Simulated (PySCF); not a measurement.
CO2, SMILES `O=C=O`.

Computed with PySCF, TPSSh/def2-SVPD, geometry: GFN2-xTB. No frequency check shows the geometry to be a minimum.

The calculation's input:

```python
import numpy as np
from pyscf import gto, scf, dft, lo
from pyscf.data.elements import chemcore

def solve(mol, dm0=None, hcore=None):
    mf = (dft.UKS if mol.spin else dft.RKS)(mol, xc='tpssh')
    mf.grids.level = 3
    mf = mf.density_fit(auxbasis='def2-universal-jkfit')
    mf.conv_tol, mf.max_cycle = 1e-8, 80
    if hcore is not None:
        mf.get_hcore = lambda *args: hcore
    mf.kernel(dm0)
    if not mf.converged:
        mf = mf.newton().run(mf.mo_coeff, mf.mo_occ, max_cycle=30)
    assert mf.converged, 'SCF not converged'
    return mf

mol = gto.M(atom='''
O     -1.14366     0.00005     0.00000
C      0.00000    -0.00013     0.00000
O      1.14366     0.00005     0.00000
''', basis='def2-svpd', charge=0, spin=0, verbose=4)
mf = solve(mol)
occ_all = mf.mo_coeff[:, mf.mo_occ > 0]
occ = occ_all[:, chemcore(mol):]
pm = lo.PM(mol, occ, pop_method='meta_lowdin')
loc = pm.kernel()
for _ in range(5):
    new, stable = pm.stability_jacobi(return_status=True)
    if stable:
        break
    loc = pm.kernel(new)
fock, s = mf.get_fock(), mf.get_ovlp()
ortho = lo.orth_ao(mol, 'meta_lowdin')
labels = mol.ao_labels(fmt=None)
vir = loc[:, :0]
both = np.hstack([loc, vir])
p = (ortho.T @ s @ both) ** 2
pop = np.array([p[[l[0] == a for l in labels]].sum(0) for a in range(mol.natm)])
spd = np.array([[p[[l[0] == a and l[2][-1] == k for l in labels]].sum(0) for k in 'spd'] for a in range(mol.natm)])
eps = np.einsum('pi,pq,qi->i', both, fock, both)
for i in np.argsort(eps):
    top = np.argsort(-pop[:, i])[:3]
    print('%3d %s %9.4f Eh ' % (i + 1, 'occ' if i < loc.shape[1] else 'vir', eps[i]), '  '.join('%s%d %.3f' % (mol.atom_symbol(a), a + 1, pop[a, i]) for a in top))
np.savez('result.npz', c=both, nocc=loc.shape[1], pop=pop, spd=spd, eps=eps, e=mf.e_tot)
```

Run with:

```sh
OMP_NUM_THREADS=1 python input.py
```

The run took 3.5 s on 1 thread of Arm Neoverse V2, on a shared host, peak memory 0.25 GiB.

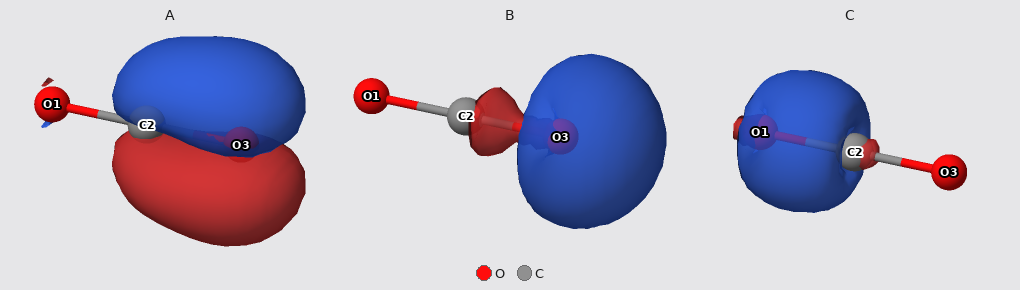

Pipek–Mezey orbitals, occupied; each surface holds about 85 % of the orbital's density. Energies are diagonal elements of the Fock matrix.

Name the orbitals, with their atomic make-up and energies.

Answer. By panel:
- A: π bond O3–C2 (O3 77 %, C2 21 %; −11.9 eV)
- B: lone pair on O3 (sp0.8-type) (O3 99 %; −16.4 eV)
- C: σ bond O1–C2 (O1 59 %, C2 41 %; −28.2 eV)

Which has the smallest and which the largest spatial spread?

Answer. Smallest: C (0.59 Å); largest: A (0.89 Å).

How do all the valence pairs divide up?

Answer. 8 pairs: 4 two-centre π bonds, 2 σ bonds and 2 lone pairs.
